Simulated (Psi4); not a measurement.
# CH3Cl3Si (methyltrichlorosilane) at MP3/cc-pVDZ

What is the vertical ionisation energy of CH3Cl3Si (methyltrichlorosilane) at MP3/cc-pVDZ? 

The results are computed with Psi4 1.11.

3 further runs of the same task are left out: 3 set aside as unsound or not needed.

## 1. The structure to begin with

CH3Cl3Si has 8 atoms, charge 0, and is taken as a singlet. As SMILES, `C[Si](Cl)(Cl)Cl`. The shape is that of a PBE0-D4/def2-TZVP optimisation.

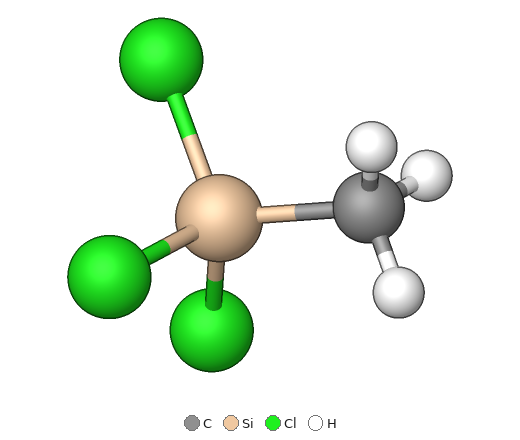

The structure, seen from a chosen angle (carbon grey, silicon light orange, chlorine green, hydrogen white).

## 2. The energy at MP3/cc-pVDZ

The input, input.inp:

```
memory 1600 MB

molecule {
  C     -0.728900    -0.279600     0.686100
  Si     0.568900     0.197900    -0.528700
  Cl     2.360400    -0.640000    -0.033600
  Cl     0.065900    -0.429500    -2.402200
  Cl     0.801200     2.223000    -0.573800
  H     -0.844500    -1.365200     0.700800
  H     -0.448300     0.061100     1.684800
  H     -1.682600     0.175200     0.410800
  units angstrom
  symmetry c1
  no_reorient
  no_com
}

set {
  puream true
  e_convergence 1e-09
  d_convergence 1e-08
  scf_type pk
  num_frozen_docc 21
  mp_type conv
}

e_tot = energy("mp3/cc-pVDZ")
```

Run with:

```sh
$ psi4 -n 1 input.inp input.out
```

input.out, shortened:

```text
[...]
  Running in c1 symmetry.
[...]
  Nuclear repulsion =  440.297333645516005
[...]
  Multiplicity = 1
[...]
  Nalpha       = 37
  Nbeta        = 37
[...]
    Number of basis functions: 101
[...]
   @RHF iter   1: -1707.15137853458305   -1.15255e-01   3.52805e-03 ADIIS/DIIS
[...]
   @RHF iter  10: -1707.23262504250556   -2.43290e-11   8.36081e-09 DIIS
[...]
    Orbital Energies [Eh]
    ---------------------
    Doubly Occupied:
       1A   -104.840555     2A   -104.840551     3A   -104.840538
       4A    -68.909157     5A    -11.248926     6A    -10.569981
       7A    -10.569975     8A    -10.569960     9A     -8.037058
      10A     -8.037054    11A     -8.037039    12A     -8.034396
      13A     -8.034392    14A     -8.034383    15A     -8.034379
      16A     -8.034377    17A     -8.034365    18A     -6.248252
      19A     -4.355121    20A     -4.355120    21A     -4.353238
      22A     -1.150917    23A     -1.104214    24A     -1.104197
      25A     -0.982660    26A     -0.701928    27A     -0.606712
      28A     -0.606708    29A     -0.559325    30A     -0.557517
      31A     -0.557513    32A     -0.499790    33A     -0.499789
      34A     -0.470709    35A     -0.470701    36A     -0.461485
[...]
  @RHF Final Energy: -1707.23262504250556
   => Energetics <=
    Nuclear Repulsion Energy =            440.2973336455160052
    One-Electron Energy =               -3237.4379736669748127
    Two-Electron Energy =                1089.9080149789531333
    Total Energy =                      -1707.2326250425055605
[...]
 Multipole Moments:
 ------------------------------------------------------------------------------------
     Multipole            Electronic (a.u.)      Nuclear  (a.u.)        Total (a.u.)
 ------------------------------------------------------------------------------------
 L = 1.  Multiply by 2.5417464519 to convert [e a0] to [Debye]
 Dipole X            :       -105.4860554          104.8482415           -0.6378138
 Dipole Y            :        -37.2236995           36.9887433           -0.2349562
 Dipole Z            :         98.2050551          -97.6081338            0.5969213
 Magnitude           :                                                    0.9046137
[...]
	SCS-MP2 Total Energy (a.u.)        : -1707.85208539950850
	SOS-MP2 Total Energy (a.u.)        : -1707.84326700282440
[...]
	SOS-PI-MP2 Total Energy (a.u.)     : -1707.89023946131056
[...]
	MP2 Total Energy (a.u.)            : -1707.86972219287691
[...]
	SCS-MP3 Total Energy (a.u.)        : -1707.86476066376508
[...]
	MP3 Total Energy (a.u.)            : -1707.92042324990371
[...]
```

It took 44 s on 1 thread of Intel Xeon 6975P-C (Granite Rapids), shared host; peak memory 0.75 GiB.

## 3. The doublet cation

The input, job.in:

```
memory 1600 MB

molecule system {
  1 2
  C     -1.37742137    -0.52836742     1.29654109
  Si     1.07506519     0.37397680    -0.99909820
  Cl     4.46050954    -1.20942472    -0.06349480
  Cl     0.12453295    -0.81163737    -4.53950010
  Cl     1.51404857     4.20086118    -1.08432485
  H     -1.59587371    -2.57985411     1.32432007
  H     -0.84716422     0.11546227     3.18381057
  H     -3.17965318     0.33108002     0.77629949
  units au
  symmetry c1
  no_reorient
  no_com
}

set {
  basis cc-pVDZ
  reference uhf
  puream true
  e_convergence 1e-09
  d_convergence 1e-08
  scf_type pk
  num_frozen_docc 21
  maxiter 100
  mp_type conv
}

e, wfn = energy("mp3", return_wfn=True)
print_variables()
```

Run with:

```sh
$ psi4 -n 1 job.in job.out
```

job.out, shortened:

```text
[...]
  Running in c1 symmetry.
[...]
  Nuclear repulsion =  440.297333754780766
[...]
  Multiplicity = 2
[...]
  Nalpha       = 37
  Nbeta        = 36
[...]
    Number of basis functions: 101
[...]
   @UHF iter   1: -1706.70376304230967    3.32360e-01   3.71279e-03 ADIIS/DIIS
[...]
   @UHF iter  16: -1706.80165913931432   -7.95808e-12   9.96937e-09 DIIS
[...]
   @S^2 Observed:                7.838824438E-01
[...]
  @UHF Final Energy: -1706.80165913931432
   => Energetics <=
    Nuclear Repulsion Energy =            440.2973337547807660
    One-Electron Energy =               -3220.6670254949499395
    Two-Electron Energy =                1073.5680326008550765
    Total Energy =                      -1706.8016591393143244
  UHF NO Occupations:
  HONO-2 :   35  A 1.9924617
  HONO-1 :   36  A 1.9924566
[...]
 Multipole Moments:
 ------------------------------------------------------------------------------------
     Multipole            Electronic (a.u.)      Nuclear  (a.u.)        Total (a.u.)
 ------------------------------------------------------------------------------------
 L = 1.  Multiply by 2.5417464519 to convert [e a0] to [Debye]
 Dipole X            :       -103.7522163          104.8482414            1.0960251
 Dipole Y            :        -36.6075219           36.9887434            0.3812215
 Dipole Z            :         96.5892785          -97.6081339           -1.0188554
 Magnitude           :                                                    1.5442368
[...]
	SCS-MP2 Total Energy (a.u.)        : -1707.42835173330172
	SOS-MP2 Total Energy (a.u.)        : -1707.41811490146461
[...]
	SOS-PI-MP2 Total Energy (a.u.)     : -1707.46553457547611
[...]
	MP2 Total Energy (a.u.)            : -1707.44882539697596
[...]
	SCS-MP3 Total Energy (a.u.)        : -1707.44090392699286
[...]
	MP3 Total Energy (a.u.)            : -1707.49903417174073
[...]
```

Wall time 51 s (1 thread of Intel Xeon 6975P-C (Granite Rapids), shared host); peak memory 0.75 GiB.

## 4. Outcome

At MP3/cc-pVDZ, 21 core orbitals frozen:

```
                                                                  quantity           value
                                            singlet CH3Cl3Si: total energy  -1707.92042 Eh
                     singlet CH3Cl3Si: HOMO energy (Hartree–Fock orbitals)       -12.46 eV
                     singlet CH3Cl3Si: LUMO energy (Hartree–Fock orbitals)         4.43 eV
                   singlet CH3Cl3Si: HOMO–LUMO gap (Hartree–Fock orbitals)        16.90 eV
            singlet CH3Cl3Si: correlation energy (21 core orbitals frozen)      -687.8 mEh
                                              doublet cation: total energy  -1707.49903 Eh
doublet cation: HOMO energy (Hartree–Fock orbitals) (highest over α and β)       -16.85 eV
 doublet cation: LUMO energy (Hartree–Fock orbitals) (lowest over α and β)       -10.99 eV
              doublet cation: correlation energy (21 core orbitals frozen)      -697.4 mEh
                         doublet cation: ⟨S²⟩ of the reference determinant           0.784
                        vertical ionisation energy (to the doublet cation)       11.467 eV
```

What this shows: Removing an electron at fixed nuclei costs 11.47 eV (264 kcal/mol).
